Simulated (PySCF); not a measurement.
**Atomic calculation, with input and output: He⁺**

- system: He⁺, configuration 2p1, multiplicity 2.
- method: unrestricted wB97M-V, aug-cc-pVTZ, non-relativistic, point nucleus (PySCF)

## Input
```python
from pyscf import gto, scf, dft, mp, cc
import basis_set_exchange as bse
mol = gto.M(atom="He 0 0 0", charge=1, spin=1, symmetry="D2h",
            basis=gto.basis.parse(bse.get_basis("aug-cc-pVTZ", elements=["He"], fmt="nwchem")))
mf = dft.UKS(mol, xc="WB97M_V")
mf.irrep_nelec = {'B2u': (1, 0)}
mf.kernel()
```

The script is an equivalent of what the driver set up; the driver started from orbitals of its own, so the log can be shorter than this script's would be, and it computed the properties (radii, ⟨L²⟩, response) afterwards. It held the occupations shell by shell, which the script's counts by irreducible representation don't always enforce.

## Log (extracts)
```
damping factor = 0
level_shift factor = 0
DIIS = <class 'pyscf.scf.diis.CDIIS'>
diis_start_cycle = 1
diis_space = 10
diis_damp = 0
SCF conv_tol = 1e-09
SCF conv_tol_grad = None
number electrons alpha = 1  beta = 0
XC functionals = WB97M_V
    N. Mardirossian and M. Head-Gordon.,  J. Chem. Phys. 144, 214110 (2016)
NLC functional = WB97M_V
cycle= 1 E= -0.485304507129953  delta_E= -0.000772  |g|= 0.00349  |ddm|= 0.0565
cycle= 2 E= -0.485306574851494  delta_E= -2.07e-06  |g|= 0.000152  |ddm|= 0.000961
cycle= 3 E= -0.4853065853283  delta_E= -1.05e-08  |g|= 1.17e-05  |ddm|= 0.000149
cycle= 4 E= -0.485306585362247  delta_E= -3.39e-11  |g|= 1.49e-09  |ddm|= 5.89e-06
converged SCF energy = -0.485306585362247  <S^2> = 0.75  2S+1 = 2
```

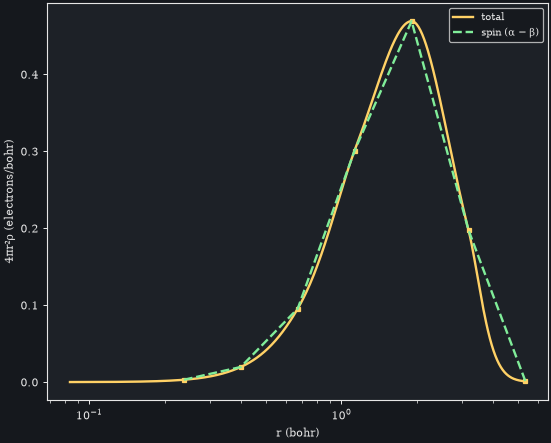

*Spherically averaged radial density 4πr²ρ of the mean field and its spin part; markers are the stored points, which are sparse, and the line is a monotone interpolation between them.*

The largest stored value is 0.469 electrons/bohr at r = 1.9 bohr. Root-mean-square radii of the shells: 2p 2.28 bohr.

## Key numbers

| quantity | value |
| --- | --- |
| outcome | converged |
| total energy | −0.485307 hartree |
| kinetic energy | 0.647093 hartree |
| ⟨S²⟩ | 0.750 |
| ⟨L²⟩ | 2.00 |
| SCF iterations | 4 |
| hardware | 1 CPU thread, shared host |

## Remarks

The driver held the occupations shell by shell, and empty s levels lie below the filled 2p. This is not the ground configuration of the species.
